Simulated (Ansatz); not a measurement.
# SiS2 under a change: Si → Te

Base system: SiS2 (space group Ibam, No. 72; a = 5.803 Å, b = 9.892 Å, c = 5.546 Å; made of chains).

The change: every Si is replaced by Te; the structure is relaxed again.

Calculations: Kohn–Sham DFT with the r2SCAN functional, run in Ansatz (a quantum-chemistry and plane-wave program) with PAW and 500 eV plane waves, no spin-orbit coupling. Settings: 7×7×7 k-points, 0.05 eV Fermi–Dirac smearing, for the changed cell.

- Volume per atom = 29.83 Å³ (base 26.53 Å³)
- Shortest interatomic distance = 2.570 Å (base 2.134 Å)
- Band gap = 0.27 eV (base 3.31 eV)
- Gap character = indirect, Γ–Λ₀ (50 % along) → Γ–Λ₀ (80 % along) (base indirect, Σ₀–Γ (22 % along) → k = (3/8, 3/8, -3/8) in the run's primitive reciprocal basis)
- Smallest direct gap = 0.39 eV (base 3.61 eV)
- Width of the top valence band = 0.88 eV (base 0.83 eV)

Final structure:

```yaml
crystal:
  lattice:
    - [-3.28078, 3.89132, 3.50456]
    - [3.28078, -3.89132, 3.50456]
    - [3.28078, 3.89132, -3.50456]
  atoms:
    - { symbol: S, position: [0.84918, 0.77616, 0.62534] }
    - { symbol: S, position: [0.34918, 0.72384, 0.07301] }
    - { symbol: S, position: [0.65082, 0.27616, 0.92699] }
    - { symbol: S, position: [0.15082, 0.22384, 0.37466] }
    - { symbol: Te, position: [0.75000, 0.75000, 0.00000] }
    - { symbol: Te, position: [0.25000, 0.25000, 0.00000] }
```

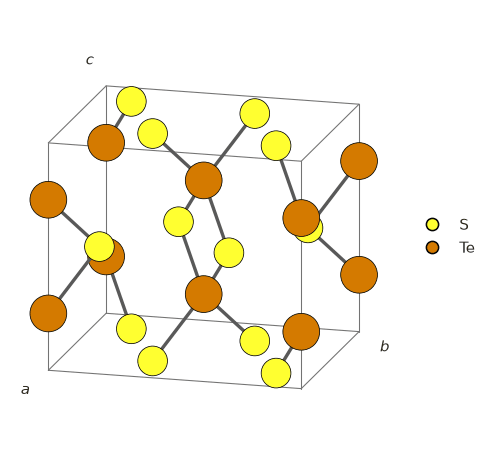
The relaxed conventional cell after the change

Spin-orbit coupling, missing from the scalar runs, can matter with Te. Stability against distortions was not tested. As relaxed here, TeS2 is a hypothetical phase, not in the database extracts checked. No dispersion term is included, though the crystal is made of layers, chains or molecules, so its spacings can come out too wide. The zero or small gap of TeS2 can change with the level of theory.
